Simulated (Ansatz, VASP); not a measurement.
# Si3MoN: VASP beside Ansatz

One calculation is typed for both programs; each brings its own data sets and cutoff. How far apart do they land? The cell is invented: other elements were put on sites of a known structure type. It may not be a known or stable phase. The structure shown is frame 300 of VASP's trajectory.

Program: Ansatz 0.2.0. Level of theory: plane waves, with VASP 6.6.1 beside it; single point at PBE. Results are calculated unless marked as measured.

In doubt: too few empty bands were carried, so the values of those runs are not to be relied on.

## (1) Set-up

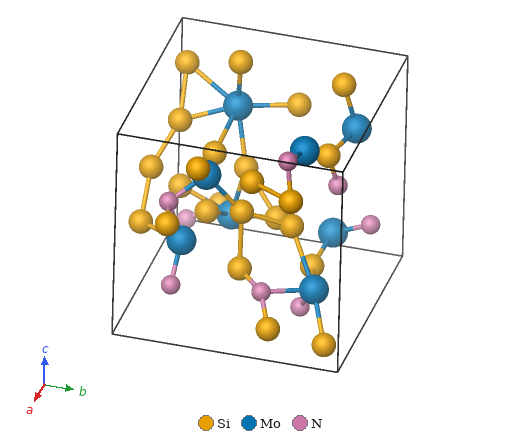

The cell as given, slightly off an axis (silicon orange, molybdenum blue, nitrogen pink). Bonds to atoms that aren't drawn are left out.

Coordinates:

```xyz
40
Lattice="9.7199 0.0000 0.0000 0.0000 9.7199 0.0000 0.0000 0.0000 9.7199" Properties=species:S:1:pos:R:3 pbc="T T T"
Si    0.2164    1.8971    1.1480
Si    1.1680    0.5792    8.3383
Si    9.5009    6.6191    1.3844
Si    8.1797    5.4064    7.5322
Si    4.8030    2.5821    3.6082
Si    4.4840    2.7592    6.2815
Si    4.6687    7.1242    1.7378
Si    4.8743    7.7505    7.3314
Si    2.8114    0.8780    3.3603
Si    2.8437    0.7936    6.5570
Si    3.5239    5.2468    3.0544
Si    0.9600    5.3751    7.0732
Si    6.2659    0.1585    3.4894
Si    9.5363    7.4696    7.7470
Si    6.9775    4.6475    2.4870
Si    6.4856    4.5384    4.9317
Si    2.2514    3.1689    9.4727
Si    2.7216    3.6489    4.7240
Si    2.4611    7.6862    9.3565
Si    4.5245    0.0635    5.1113
Si    8.6096    8.7987    0.5132
Si    9.6531    2.2124    5.7277
Si    9.4176    3.4141    8.5079
Si    5.6336    6.4757    4.1064
Mo    2.5593    3.0326    2.2284
Mo    1.7674    2.9703    7.0371
Mo    2.3337    7.3480    2.0423
Mo    2.1943    8.2101    7.1752
Mo    7.5022    2.2627    3.6993
Mo    7.1218    3.1539    6.8222
Mo    6.8893    7.8389    2.0189
Mo    7.0699    7.3331    8.7596
N     0.0957    0.4286    0.0843
N     7.9095    1.7837    5.7271
N     8.5588    2.1381    2.1269
N     8.0762    5.8953    2.2233
N     5.8114    6.9662    0.3889
N     4.4840    8.0932    5.7246
N     9.1292    7.1835    9.4153
N     2.5096    8.9979    2.8476
```

## (2) VASP: dynamics, PBE

This run makes the geometry at which the two programs are then compared.

Lines of VASP's logs that name or quote its potential files are left out, and so is its time.

File INCAR:

```
SYSTEM = Si3MoN
PREC = Normal
ENCUT = 340
EDIFF = 1E-04
NELM = 120
ISMEAR = -1
SIGMA = 0.2585
LREAL = Auto
ALGO = VeryFast
GGA = PE
LWAVE = .FALSE.
LCHARG = .FALSE.
NCORE = 4
IBRION = 0
NSW = 300
POTIM = 1
TEBEG = 3000
TEEND = 300
ISYM = 0
ISIF = 2
NELMIN = 4
MAXMIX = 40
NBLOCK = 5
RANDOM_SEED = 41849 0 0
NWRITE = 1
MDALGO = 0
SMASS = -1
```

File POSCAR:

```
Si3MoN
   1.00000000000000
     9.7198758398000003    0.0000000000000000    0.0000000000000000
     0.0000000000000000    9.7198758398000003    0.0000000000000000
     0.0000000000000000    0.0000000000000000    9.7198758398000003
  Si              Mo              N
    24     8     8
Direct
     0.9983694752746509    0.3063305833257668    0.1550134857582435
     0.0058311488801463    0.2250049935683690    0.9026896700280294
     0.9779124616175866    0.8492752543961478    0.1080626135785338
     0.8614056703717221    0.7300381600624299    0.6432839394091835
     0.5036380724666853    0.2243131267241256    0.2900737096066978
     0.4735528781384966    0.1707886552373747    0.7624133140814621
     0.4658177505506216    0.8330118002030241    0.2197670854809587
     0.4699315505365662    0.7167832649170990    0.7203090098840609
     0.3521454576193140    0.0307250884510723    0.2550178202078045
     0.3170975266339428    0.9972947995099191    0.7248274554004250
     0.2732464027487574    0.4907979533626881    0.2716171848197806
     0.3211428143720095    0.5144358047026170    0.7163376968917986
     0.7207146722158605    0.0325937514123040    0.2865329697732549
     0.8655646055237570    0.9529658425514278    0.7635829612026108
     0.9121788723625328    0.5737716295756667    0.2232641716761109
     0.7339070473692594    0.5285974430736275    0.6260283062309754
     0.2647003087504571    0.2817229762810919    0.9889249718457180
     0.2264532702677120    0.3448009705712138    0.5115971870538877
     0.2038034604344642    0.7686821207699768    0.9970912606410234
     0.4040307290602498    0.9573547509502491    0.4919774007500303
     0.7012789510468055    0.9997840722667244    0.0341131817214746
     0.8390110785930630    0.1382543385608713    0.4667316500267330
     0.8139425551479325    0.4183918560443402    0.8827507787519270
     0.6662799748338809    0.7139859760330967    0.4427216757754712
     0.2399448264981527    0.2673467226988142    0.2524140845989542
     0.2425546621157143    0.2557052603490030    0.7464646264336754
     0.1981331499271259    0.7267425707305666    0.2465630027154319
     0.2235212921251951    0.7647532289099703    0.7620641998431658
     0.7823928203171283    0.3227860282578438    0.3447814241028175
     0.7412443454552367    0.2645276381465830    0.7373695104671851
     0.7343036045780134    0.7935179738659481    0.2080999530409771
     0.7443492361939940    0.7109059123955215    0.8674122384794206
     0.9352211146687845    0.0945189787544715    0.0324166466726330
     0.8518344823311564    0.1330397358193696    0.6461253365697432
     0.8647078705619420    0.4170862613432023    0.1104031891617274
     0.0268200784139396    0.6510243785449855    0.3035416011975162
     0.7874945785048871    0.6910397371729730    0.0385286235007591
     0.4830146551369159    0.8081446885982495    0.5756641134770926
     0.6499992832889787    0.0082406621775840    0.8464554743613935
     0.2958699945677309    0.8703763119361539    0.3486616230657283

  0.20862474E-01  0.32654323E-02 -0.38746858E-02
  0.18181936E-01 -0.54214990E-02 -0.17859296E-02
  0.62214834E-02 -0.15925631E-01  0.29985597E-02
 -0.15415509E-03 -0.14858607E-01 -0.51735579E-02
 -0.99297813E-02  0.13697135E-01  0.70627778E-02
 -0.98172964E-03  0.52759677E-02 -0.10924160E-01
  0.47759055E-02 -0.10643184E-01 -0.87949762E-02
  0.32452547E-03  0.21923972E-02 -0.77490282E-02
 -0.23589473E-02  0.21994395E-01  0.84490470E-02
 -0.46120686E-03  0.88353400E-03 -0.73465668E-02
 -0.28567903E-02 -0.23685351E-01  0.86841064E-02
 -0.12195316E-02 -0.10940556E-01  0.52453632E-02
 -0.90332057E-02 -0.10514998E-01 -0.69578904E-03
  0.33328492E-02  0.36927813E-02 -0.42246502E-02
  0.67209253E-02 -0.32325076E-02 -0.64548597E-02
 -0.69159655E-03  0.31960849E-04 -0.13238966E-01
  0.77379880E-02  0.10933918E-02  0.22024418E-02
  0.61126592E-03 -0.56844680E-02 -0.37010008E-02
  0.53868847E-03  0.35403117E-02 -0.17016751E-02
 -0.92460504E-02  0.24378572E-01 -0.51986646E-02
 -0.60999521E-02  0.50755197E-02  0.19475340E-02
  0.77457655E-02  0.50930049E-02  0.55182967E-02
 -0.20020602E-03 -0.70041928E-03 -0.69595327E-03
 -0.75749114E-03 -0.15854234E-01 -0.87388294E-02
  0.46676664E-03  0.79247507E-02 -0.48931230E-03
 -0.12795473E-02  0.22459764E-02 -0.45971925E-04
 -0.42089375E-02 -0.32498052E-02  0.35932736E-03
  0.29943301E-03  0.58645566E-02 -0.34364462E-02
 -0.36604966E-02 -0.53265215E-02  0.61408645E-02
 -0.40978650E-03  0.15111283E-02  0.13632683E-02
 -0.10022056E-02  0.74522436E-02  0.33662854E-02
 -0.37695291E-02 -0.41401019E-02  0.65429113E-02
 -0.84851665E-02 -0.53939596E-02  0.17837546E-01
 -0.57192807E-02  0.25191358E-01  0.28891115E-02
 -0.21065647E-01  0.86454970E-02  0.19063079E-01
  0.94455018E-03  0.73549309E-02 -0.16056986E-01
  0.80260009E-02 -0.49985558E-01  0.10057839E-03
  0.19595681E-01  0.20691270E-02 -0.62531291E-02
  0.26250567E-01 -0.14555653E-01 -0.81139394E-02
  0.70785579E-02 -0.28324495E-02 -0.73672674E-02

           1
   1.00000000000000
  0.10000000E+01  0.00000000E+00  0.00000000E+00  0.00000000E+00
  0.51584772E-03  0.30666654E+00  0.15461485E+00
  0.77017423E-02  0.22444722E+00  0.90250593E+00
  0.97855254E+00  0.84763679E+00  0.10837111E+00
  0.86138981E+00  0.72850948E+00  0.64275167E+00
  0.50261648E+00  0.22572231E+00  0.29080034E+00
  0.47345188E+00  0.17133146E+00  0.76128941E+00
  0.46630911E+00  0.83191681E+00  0.21886224E+00
  0.46996494E+00  0.71700882E+00  0.71951177E+00
  0.35190276E+00  0.32987915E-01  0.25588707E+00
  0.31705008E+00  0.99738570E+00  0.72407163E+00
  0.27295249E+00  0.48836116E+00  0.27251062E+00
  0.32101735E+00  0.51331022E+00  0.71687735E+00
  0.71978532E+00  0.31511948E-01  0.28646139E+00
  0.86590750E+00  0.95334576E+00  0.76314832E+00
  0.91287033E+00  0.57343906E+00  0.22260008E+00
  0.73383589E+00  0.52860073E+00  0.62466626E+00
  0.26549641E+00  0.28183547E+00  0.98915156E+00
  0.22651616E+00  0.34421614E+00  0.51121642E+00
  0.20385888E+00  0.76904636E+00  0.99691619E+00
  0.40307948E+00  0.95986287E+00  0.49144255E+00
  0.70065138E+00  0.30625174E-03  0.34313548E-01
  0.83980798E+00  0.13877832E+00  0.46729938E+00
  0.81392196E+00  0.41831980E+00  0.88267918E+00
  0.66620204E+00  0.71235486E+00  0.44182261E+00
  0.23999285E+00  0.26816204E+00  0.25236374E+00
  0.24242302E+00  0.25593633E+00  0.74645990E+00
  0.19770013E+00  0.72640822E+00  0.24659997E+00
  0.22355210E+00  0.76535659E+00  0.76171065E+00
  0.78201622E+00  0.32223803E+00  0.34541321E+00
  0.74120219E+00  0.26468311E+00  0.73750977E+00
  0.73420050E+00  0.79428468E+00  0.20844628E+00
  0.74396142E+00  0.71047997E+00  0.86808539E+00
  0.93434814E+00  0.93964038E-01  0.34251809E-01
  0.85124607E+00  0.13563147E+00  0.64642257E+00
  0.86254060E+00  0.41797573E+00  0.11236444E+00
  0.26917256E-01  0.65178107E+00  0.30188963E+00
  0.78832031E+00  0.68589712E+00  0.38538971E-01
  0.48503070E+00  0.80835756E+00  0.57502078E+00
  0.65269999E+00  0.67431479E-02  0.84562070E+00
  0.29659825E+00  0.87008490E+00  0.34790366E+00
  0.21425707E-02  0.36959141E-03 -0.40513987E-03
  0.18792313E-02 -0.52991578E-03 -0.19422098E-03
  0.64477239E-03 -0.16635647E-02  0.31749088E-03
 -0.36127578E-04 -0.15402879E-02 -0.51848568E-03
 -0.10399930E-02  0.13964298E-02  0.71763017E-03
 -0.13781274E-03  0.53175635E-03 -0.11263121E-02
  0.48247984E-03 -0.10751771E-02 -0.89135976E-03
  0.25064688E-04  0.22874754E-03 -0.82773949E-03
 -0.23073700E-03  0.22485673E-02  0.88315514E-03
 -0.26196944E-04  0.94560819E-04 -0.76297986E-03
 -0.29913654E-03 -0.24692718E-02  0.88818302E-03
 -0.10393555E-03 -0.11112914E-02  0.53636337E-03
 -0.91720725E-03 -0.11041835E-02 -0.74321152E-04
  0.36020301E-03  0.36394207E-03 -0.43659474E-03
  0.80848559E-03 -0.27377971E-03 -0.62209743E-03
 -0.62595890E-04  0.24626608E-04 -0.13621120E-02
  0.80116236E-03  0.11011844E-03  0.20734468E-03
  0.54738852E-04 -0.59314572E-03 -0.36433239E-03
  0.49515669E-04  0.36662788E-03 -0.19286810E-03
 -0.94977015E-03  0.25496744E-02 -0.55036596E-03
 -0.65062061E-03  0.51227449E-03  0.23678428E-03
  0.78529878E-03  0.53449931E-03  0.53121441E-03
 -0.43431314E-04 -0.12294932E-03 -0.12423203E-03
 -0.68345573E-04 -0.16298172E-02 -0.92555351E-03
  0.47117311E-04  0.82599194E-03 -0.48750025E-04
 -0.13171498E-03  0.22805503E-03 -0.78665257E-05
 -0.43254779E-03 -0.33613194E-03  0.40209111E-04
  0.32185819E-04  0.60535812E-03 -0.34683881E-03
 -0.36997707E-03 -0.55417140E-03  0.64175947E-03
 -0.25283423E-04  0.16306211E-03  0.15304638E-03
 -0.99812891E-04  0.76891458E-03  0.35002262E-03
 -0.37562559E-03 -0.42774577E-03  0.69151473E-03
 -0.86917465E-03 -0.57714227E-03  0.18688967E-02
 -0.63034155E-03  0.26906386E-02  0.30436488E-03
 -0.21926197E-02  0.83161533E-03  0.19387221E-02
 -0.46150306E-04  0.68358182E-03 -0.17202676E-02
  0.78093254E-03 -0.51182816E-02 -0.11824246E-03
  0.19574887E-02  0.17667899E-03 -0.52772175E-03
  0.26532523E-02 -0.15103288E-02 -0.88750135E-03
  0.68030138E-03 -0.32167850E-03 -0.80135464E-03
  0.00000000E+00  0.00000000E+00  0.00000000E+00
  0.00000000E+00  0.00000000E+00  0.00000000E+00
  0.00000000E+00  0.00000000E+00  0.00000000E+00
  0.00000000E+00  0.00000000E+00  0.00000000E+00
  0.00000000E+00  0.00000000E+00  0.00000000E+00
  0.00000000E+00  0.00000000E+00  0.00000000E+00
  0.00000000E+00  0.00000000E+00  0.00000000E+00
  0.00000000E+00  0.00000000E+00  0.00000000E+00
  0.00000000E+00  0.00000000E+00  0.00000000E+00
  0.00000000E+00  0.00000000E+00  0.00000000E+00
  0.00000000E+00  0.00000000E+00  0.00000000E+00
  0.00000000E+00  0.00000000E+00  0.00000000E+00
  0.00000000E+00  0.00000000E+00  0.00000000E+00
  0.00000000E+00  0.00000000E+00  0.00000000E+00
  0.00000000E+00  0.00000000E+00  0.00000000E+00
  0.00000000E+00  0.00000000E+00  0.00000000E+00
  0.00000000E+00  0.00000000E+00  0.00000000E+00
  0.00000000E+00  0.00000000E+00  0.00000000E+00
  0.00000000E+00  0.00000000E+00  0.00000000E+00
  0.00000000E+00  0.00000000E+00  0.00000000E+00
  0.00000000E+00  0.00000000E+00  0.00000000E+00
  0.00000000E+00  0.00000000E+00  0.00000000E+00
  0.00000000E+00  0.00000000E+00  0.00000000E+00
  0.00000000E+00  0.00000000E+00  0.00000000E+00
  0.00000000E+00  0.00000000E+00  0.00000000E+00
  0.00000000E+00  0.00000000E+00  0.00000000E+00
  0.00000000E+00  0.00000000E+00  0.00000000E+00
  0.00000000E+00  0.00000000E+00  0.00000000E+00
  0.00000000E+00  0.00000000E+00  0.00000000E+00
  0.00000000E+00  0.00000000E+00  0.00000000E+00
  0.00000000E+00  0.00000000E+00  0.00000000E+00
  0.00000000E+00  0.00000000E+00  0.00000000E+00
  0.00000000E+00  0.00000000E+00  0.00000000E+00
  0.00000000E+00  0.00000000E+00  0.00000000E+00
  0.00000000E+00  0.00000000E+00  0.00000000E+00
  0.00000000E+00  0.00000000E+00  0.00000000E+00
  0.00000000E+00  0.00000000E+00  0.00000000E+00
  0.00000000E+00  0.00000000E+00  0.00000000E+00
  0.00000000E+00  0.00000000E+00  0.00000000E+00
  0.00000000E+00  0.00000000E+00  0.00000000E+00
```

File KPOINTS:

```
Automatic mesh
0
Gamma
1 1 1
0 0 0
```

PAW data sets: Si, Mo and N (PBE family, release 64).

On the command line:

```
mpirun -np 4 vasp_gam
```

Numbers of over 12 decimals in the logs are rounded to 6 here.

The program printed:

```text
[banner, memory and clock lines left out]
running    4 mpi-ranks, on    1 nodes
[...]
LDA part: xc-table for (Slater+PW92), standard interpolation
 POSCAR, INCAR and KPOINTS ok, starting setup
[...]
prediction of wavefunctions initialized - no I/O
 entering main loop
       N       E                     dE             d eps       ncg     rms          rms(c)
RMM:   1     0.187986705815E+04    0.18799E+04   -0.50398E+04   113   0.897E+02
RMM:   2     0.474310660810E+03   -0.14056E+04   -0.14580E+04   113   0.233E+02
RMM:   3     0.611129727421E+02   -0.41320E+03   -0.49588E+03   113   0.127E+02
RMM:   4    -0.109891752331E+03   -0.17100E+03   -0.16919E+03   113   0.922E+01
[...]
RMM:  41    -0.251310959525E+03   -0.11315E-03   -0.11214E-03    55   0.682E-03    0.690E-03
RMM:  42    -0.251311068394E+03   -0.10887E-03   -0.10784E-03    47   0.666E-03    0.747E-03
RMM:  43    -0.251311164985E+03   -0.96591E-04   -0.95769E-04    47   0.665E-03
[...]
290 T=   453. E= -.26532848E+03 F= -.26761187E+03 E0= -.26539107E+03  EK= 0.22834E+01 SP= 0.00E+00 SK= 0.00E+00
    291 T=   381. E= -.26571899E+03 F= -.26763968E+03 E0= -.26541958E+03  EK= 0.19207E+01 SP= 0.00E+00 SK= 0.00E+00
    292 T=   387. E= -.26571758E+03 F= -.26766685E+03 E0= -.26544768E+03  EK= 0.19493E+01 SP= 0.00E+00 SK= 0.00E+00
    293 T=   393. E= -.26571733E+03 F= -.26769784E+03 E0= -.26547967E+03  EK= 0.19805E+01 SP= 0.00E+00 SK= 0.00E+00
    294 T=   400. E= -.26571704E+03 F= -.26773370E+03 E0= -.26551712E+03  EK= 0.20167E+01 SP= 0.00E+00 SK= 0.00E+00
    295 T=   408. E= -.26571707E+03 F= -.26777580E+03 E0= -.26556004E+03  EK= 0.20587E+01 SP= 0.00E+00 SK= 0.00E+00
    296 T=   336. E= -.26613078E+03 F= -.26782461E+03 E0= -.26560959E+03  EK= 0.16938E+01 SP= 0.00E+00 SK= 0.00E+00
    297 T=   347. E= -.26612861E+03 F= -.26787729E+03 E0= -.26566287E+03  EK= 0.17487E+01 SP= 0.00E+00 SK= 0.00E+00
    298 T=   359. E= -.26612871E+03 F= -.26793852E+03 E0= -.26572577E+03  EK= 0.18098E+01 SP= 0.00E+00 SK= 0.00E+00
    299 T=   373. E= -.26612874E+03 F= -.26800685E+03 E0= -.26579665E+03  EK= 0.18781E+01 SP= 0.00E+00 SK= 0.00E+00
    300 T=   387. E= -.26612877E+03 F= -.26807988E+03 E0= -.26587286E+03  EK= 0.19511E+01 SP= 0.00E+00 SK= 0.00E+00
[...]
prediction of wavefunctions
 wavefunctions rotated
```

OUTCAR, selected parts (step 2):

```text
  Total      -44.5497883    -44.4140609    -43.7614169     -2.8138307     -1.0635513     -0.3651778
  in kB      -77.7273883    -77.4905805    -76.3518924     -4.9093771     -1.8556108     -0.6371369
  external PRESSURE =     -77.1899537 kB  Pullay stress =       0.0000000 kB

 POSITION                                       TOTAL-FORCE (eV/Angst)
 -----------------------------------------------------------------------------------
      0.21640      1.89714      1.14801         0.584777      0.466051     -0.195607
      1.16798      0.57920      8.33833        -0.144459     -0.863701      0.014688
      9.50092      6.61913      1.38442        -0.158367     -0.187780      0.829343
      8.17974      5.40639      7.53223        -0.438546     -0.690819     -0.244748
      4.80303      2.58209      3.60822         0.083762      0.169584     -0.284651
      4.48405      2.75918      6.28151         0.313639     -0.017309     -0.188115
      4.66869      7.12416      1.73783        -0.287922     -0.032052     -1.073330
      4.87428      7.75046      7.33136         0.203726      0.033669      0.819267
      2.81143      0.87803      3.36026         0.100312     -0.050275     -0.187893
      2.84369      0.79361      6.55703        -0.230588      0.376069     -0.504208
      3.52389      5.24677      3.05437         0.195561      0.408813      0.375853
      0.96002      5.37509      7.07315         0.130420      0.010083      0.222812
      6.26585      0.15853      3.48936        -0.177653     -0.605877     -0.353166
      9.53627      7.46960      7.74699         0.971742      0.666964     -1.044965
[...]
-----------------------------------------------------------------------------------
    total drift:                               -0.003993      0.014484     -0.007938

  FREE ENERGIE OF THE ION-ELECTRON SYSTEM (eV)
  ---------------------------------------------------
  free  energy   TOTEN  =      -268.0798800069 eV

  energy  without entropy=     -263.6658361162  energy(sigma->0) =     -265.87285806

[... 3 further parts left out ...]
[key lines of the parts left out:]
E-fermi :   3.1324
```

(Continued in part 2 of 2.)

[Lines on the potential files, build, host, timing and source positions are cut from VASP's logs without a mark.]

[Logs are printed without paths, hosts, clocks, repeated set-up lines and the standing remarks that a program may print on its own settings, such as how far it seeks lower states.]

[Hosts, paths, dates, database ids (printed as entryN), source tags and the programs' standing remarks are cut or masked in the printed files.]
